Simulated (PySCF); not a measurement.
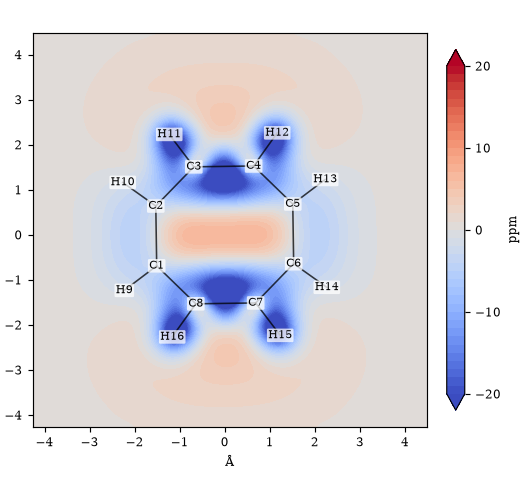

Figure. C8H8, SMILES `C1=CC=CC=CC=C1`. NICSzz (the component normal to the ring) 1.0 Å above the plane of the 8-membered ring C1/C2/C3/C4/C5/C6/C7/C8; GIAO shieldings; atoms are projected onto the map; negative values mean shielding.

Method: CAM-B3LYP/6-31G*; geometry: GFN2-xTB; program: PySCF. No frequency check shows the geometry to be a minimum.

**What does the map say about the ring?**

It is neither clearly diatropic nor paratropic (non-aromatic): NICS(0) = +2.4, NICS(1) = −1.0, NICS(1)zz = +6.8 ppm.
